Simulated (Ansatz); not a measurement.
# Calculations on Si2NH8OF

Part 1: Relaxation

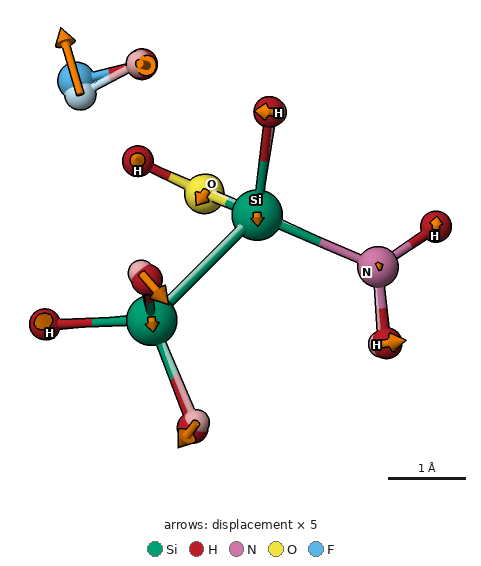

A relaxation of Si2NH8OF. The starting structure is drawn faded, the final one solid; orange arrows show the displacements, 5 times their true length. The two geometries are superimposed by the best rigid fit.

The picture is a ball-and-stick view, seen from a free direction.

The run prepares an end point of a later path (reaction) calculation, from a guessed geometry.

These are results of RKS PBE0/def2-SVP in Ansatz 0.2.0, not measurements. (no spin polarisation; force threshold 0.03 eV/Å; at most 50 steps)

Atoms of which element are displaced furthest, and by how much?

Fluorine: up to 0.20 Å, against 0.12 Å for hydrogen.

Describe the change and its energy.

The F atom moves most after the best rigid fit: 0.20 Å. Largest moves by element: F 0.20 Å, H 0.12 Å, O 0.05 Å, Si 0.04 Å, N 0.02 Å. Some distances before and after: H–Si 1.479 → 1.517 Å, N–Si 1.719 → 1.714 Å, F–H 0.927 → 0.931 Å. Over 5 accepted moves (8 points after the start) the energy falls by 2.90 kJ/mol. The largest force component goes from 0.63 to 0.023 eV/Å. The line search rejected the trial steps at points 2, 6, 7 of the run.

Part 2: Relaxation

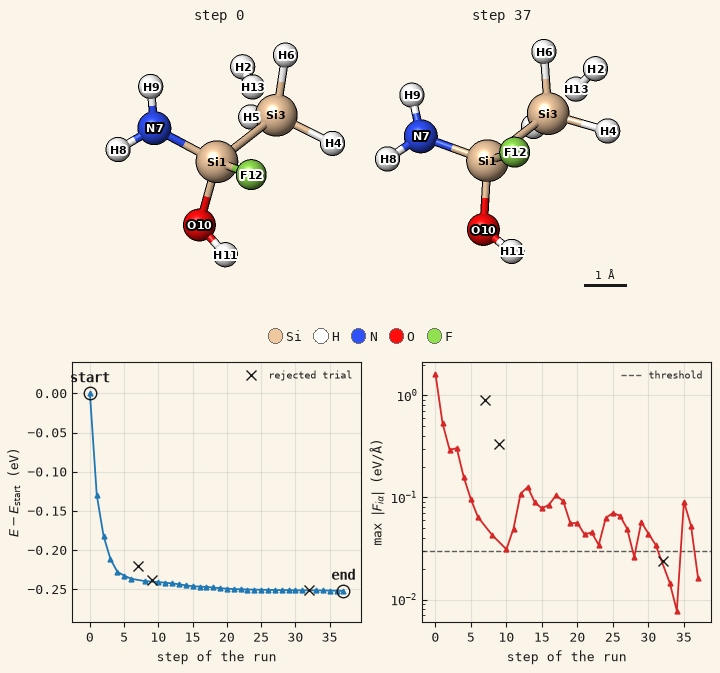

First and last geometry of a relaxation of Si₂NH₈OF, with the history of the run. The picture is a ball-and-stick view, seen from a free direction.

The run prepares an end point of a later path (reaction) calculation, from a guessed geometry.

Computed with RKS PBE0/def2-SVP in Ansatz.

Input
```yaml
crystal:
  periodic: [false, false, false]
  atoms:
    - { symbol: Si, position_ang: [-0.10182, -0.396168, -0.244254] }
    - { symbol: H, position_ang: [0.943838, 0.834279, 1.884719] }
    - { symbol: Si, position_ang: [2.140665, -0.091463, -0.847417] }
    - { symbol: H, position_ang: [2.879177, -1.394373, -0.821565] }
    - { symbol: H, position_ang: [2.201006, 0.456078, -2.237578] }
    - { symbol: H, position_ang: [2.851103, 0.861172, 0.062771] }
    - { symbol: "N", position_ang: [-0.948166, 1.077413, -0.147706] }
    - { symbol: H, position_ang: [-1.930832, 1.147367, -0.394557] }
    - { symbol: H, position_ang: [-0.607434, 1.889187, 0.349421] }
    - { symbol: O, position_ang: [-0.925341, -1.260333, -1.402062] }
    - { symbol: H, position_ang: [-0.867572, -2.217164, -1.329972] }
    - { symbol: F, position_ang: [-0.169319, -1.341175, 1.068394] }
    - { symbol: H, position_ang: [0.700694, 0.237579, 2.196906] }
basis:
  gaussian: { orbitals: def2-SVP }
hamiltonian:
  xc: pbe0
relax:
  f_tol: 0.03
  max_steps: 50
```

Command:
```bash
ansatz run input.yaml --threads 4 --pin off --max-ram 5120MiB --backend cpu --events-out ev --progress --plain --runs-dir out
```

**Did the run converge, and what did it change?**

It converged. The atom that moves furthest after the best rigid fit is H2 (2.30 Å). By element the largest moves are H 2.30 Å, N 0.71 Å, F 0.70 Å, Si 0.35 Å, O 0.17 Å. Among the contacts that change: H2–H13 0.716 → 0.762 Å, Si1–F12 1.619 → 1.642 Å, Si1–O10 1.663 → 1.656 Å, Si1–Si3 2.342 → 2.338 Å. Bond angles that change, for instance: Si3–Si1–O10 111.3° → 115.5°, Si3–Si1–F12 108.9° → 105.3°, Si1–Si3–H6 112.4° → 110.3°. After 34 accepted moves (37 points after the start) the energy has fallen by 0.252 eV. The largest force component goes from 1.6 to 0.016 eV/Å. The line search rejected the trial steps at points 7, 9, 32 of the run. The forces were under the threshold at step 28, but the run went on from there.

Part 3: Path

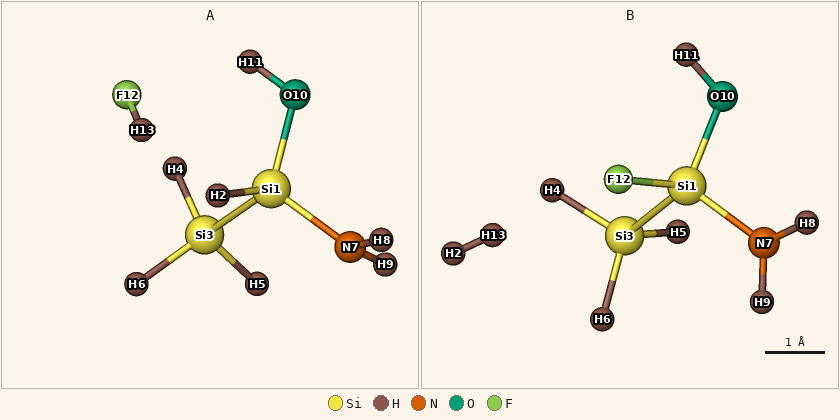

The two relaxed end points of a path for Si2NH8OF. A ball-and-stick model, seen from a free direction.

Theory: RKS PBE0/def2-SVP in Ansatz 0.2.0.

Run with 5 movable images; climbing image; force threshold 0.03 eV/Å; iteration limit 60.

Start:
```xyz
13

Si   -0.1290    0.1976   -0.0438
H    -0.1228    0.2546    1.4725
Si    2.0942    0.1081   -0.8013
H     2.4691   -1.2857   -1.1894
H     2.2920    0.9948   -1.9935
H     3.0293    0.5658    0.2750
N    -0.8702    1.6484   -0.5755
H    -1.7888    1.9103   -0.2330
H    -0.7353    1.9617   -1.5303
O    -0.9770   -1.1668   -0.4962
H    -0.5824   -1.9782   -0.1500
F     0.9001   -2.0970    1.5063
H     0.5866   -1.3113    1.8963
```

End:
```xyz
13

Si   -0.2084   -0.0892   -0.5366
H     1.4148   -0.8831    3.6608
Si    2.0809    0.0551   -0.9890
H     2.7625   -1.2356   -0.6630
H     2.3078    0.3686   -2.4333
H     2.7043    1.1398   -0.1668
N    -0.9614    1.4188   -0.7512
H    -1.9649    1.4940   -0.8752
H    -0.5351    2.2885   -0.4584
O    -1.0560   -1.1517   -1.4827
H    -1.0534   -2.0674   -1.1889
F    -0.3108   -0.6886    0.9888
H     0.9857   -0.8469    3.0326
```

Predict the minimum-energy path and its barrier.

The highest point, image 2, lies 1.04 eV above the start and 2.20 eV above the end; the end is at −1.16 eV relative to the start. Breaking: F12–H13 (0.93 → 1.28 at the top → 2.43 Å), Si1–H2 (1.52 → 1.76 at the top → 4.57 Å). Forming: H2–H13 (1.77 → 0.92 at the top → 0.76 Å), Si1–F12 (2.95 → 2.07 at the top → 1.64 Å). The band converged in 37 iterations. The largest component of the band force went from 16 to 0.029 eV/Å. The climbing image converged on the top of the path. Its vibrational analysis gives one imaginary mode (848i cm⁻¹), as a transition state must have.

Energies of the converged images:

| image | path (Å) | E (eV) |
| --- | --- | --- |
| 0 | 0.00 | 0.000 |
| 1 | 0.99 | 0.084 |
| 2 | 1.98 | 1.040 |
| 3 | 3.65 | -0.667 |
| 4 | 5.32 | -1.143 |
| 5 | 7.00 | -1.160 |
| 6 | 8.67 | -1.163 |

The geometry at the top of the path:

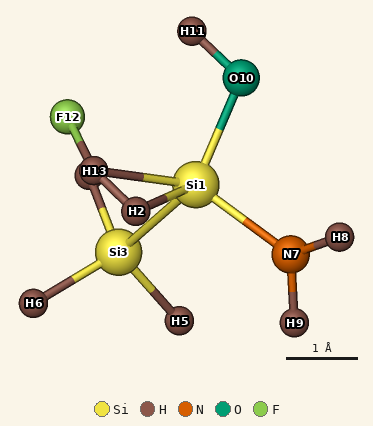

Cost: 5.2 min on 4 threads of Arm Neoverse V1 (shared host), peak memory 0.32 GiB.
